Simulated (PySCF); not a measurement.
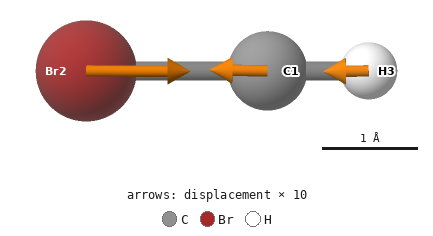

A relaxation of CHBr. The starting structure is drawn; orange arrows show the displacements, magnified 10 times. The two geometries are superimposed by the best rigid fit.

The picture is a ball-and-stick view, seen face on.

The start comes from MMFF94s.

Method: PySCF, PBE0-D3(BJ)/def2-SVP geometry optimisation, gas phase. 

**Which element moves most?**

Bromine: up to 0.11 Å, against 0.06 Å for carbon.

**What did the optimiser do to the structure, and how much energy did it gain?**

After 4 geometry steps the energy has fallen by 0.376 eV. The atom that moves furthest after the best rigid fit is Br2 (0.11 Å). By element the largest moves are Br 0.11 Å, C 0.06 Å, H 0.05 Å. Among the contacts that change: C1–Br2 1.908 → 1.737 Å, C1–H3 1.065 → 1.078 Å. The run took about 4 core-seconds on a shared host.
